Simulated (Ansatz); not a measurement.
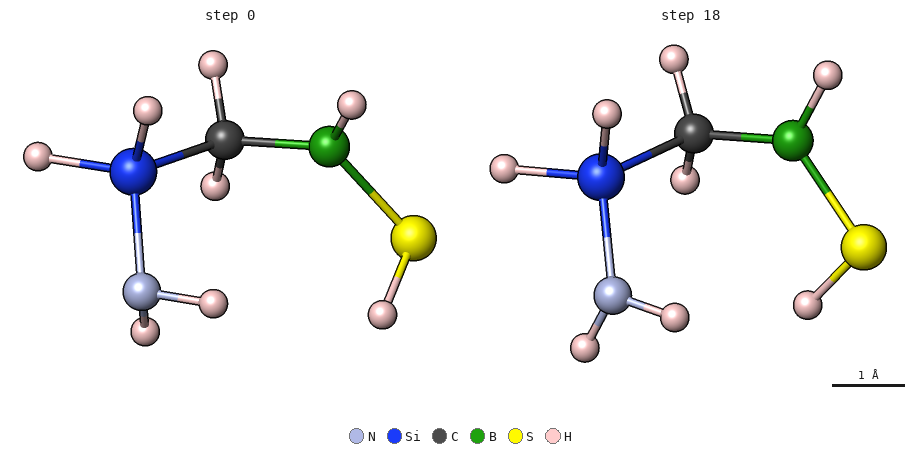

The structure of CH8BNSSi (coarse preliminary run) before (left) and after (right) a relaxation, at one scale.

The picture is a ball-and-stick view, seen at a tilt.

The start comes from a force field.

Method: RKS PBE-D4/def2-SVP (Ansatz). (force threshold 0.03 eV/Å; at most 200 steps)

Summarise the run.

Answer. The energy falls by 131.2 kJ/mol in 17 accepted moves (18 points after the start). Largest force component: 2.7 eV/Å at the start, 0.028 eV/Å at the end. The line search rejected the trial step at point 13 of the run. The largest move after the best rigid fit is that of an H atom, 0.93 Å. By element the largest moves are H 0.93 Å, S 0.87 Å, C 0.17 Å, N 0.17 Å, Si 0.15 Å, B 0.13 Å. Some distances before and after: H–N 1.114 → 1.023 Å, H–S 1.447 → 1.368 Å, B–S 1.879 → 1.802 Å, C–Si 1.853 → 1.923 Å. Bond angles that change, for instance: Si–N–H 107.6° → 119.4°, Si–N–H 109.0° → 119.2°, H–N–H 102.7° → 110.9°. Groups turn about B–S by about 90°, B–C by about 30°. The run took 14 s on 4 threads of AMD EPYC 9R45 96-Core, on a shared host.
